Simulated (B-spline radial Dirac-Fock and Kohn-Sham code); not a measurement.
Neutral samarium. Level of theory: a dispersion relation over the photoeffect in a Dirac–Hartree–Slater potential, tabulated edges, no fine structure; calculated with a B-spline radial atomic code.

Predict the main features of the following plot. Anomalous X-ray scattering factors f′ and f″ against photon energy at the marked points (none within 2.5 % of an edge; lines break at edges), with edges marked.

Edges in the range: K 46.83 keV, L1 7.737 keV, L2 7.312 keV, L3 6.716 keV, M1 1.723 keV, M2 1.541 keV, M3 1.420 keV, M4 1.111 keV, M5 1.083 keV. f″ steps up at an edge and f′ dips there, most visibly at the strong ones. At Cu Kα (8.048 keV) f′ = −5.28 and f″ = 12.4. At Mo Kα (17.48 keV) f′ = −0.112 and f″ = 3.48. At Cr Kα (5.415 keV) f′ = −6.01 and f″ = 5.22.

The computed plot:

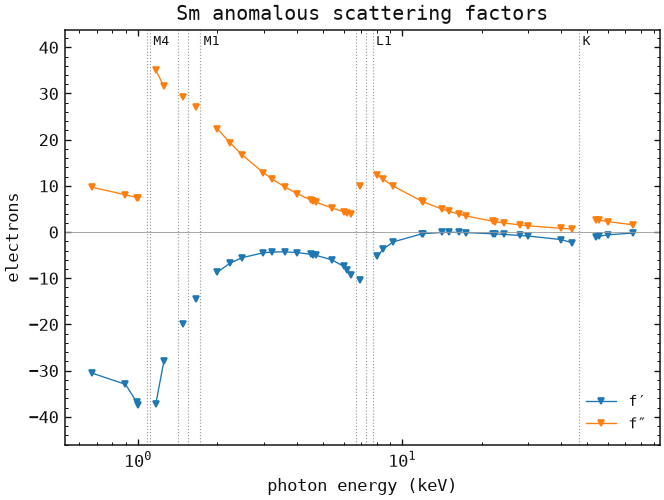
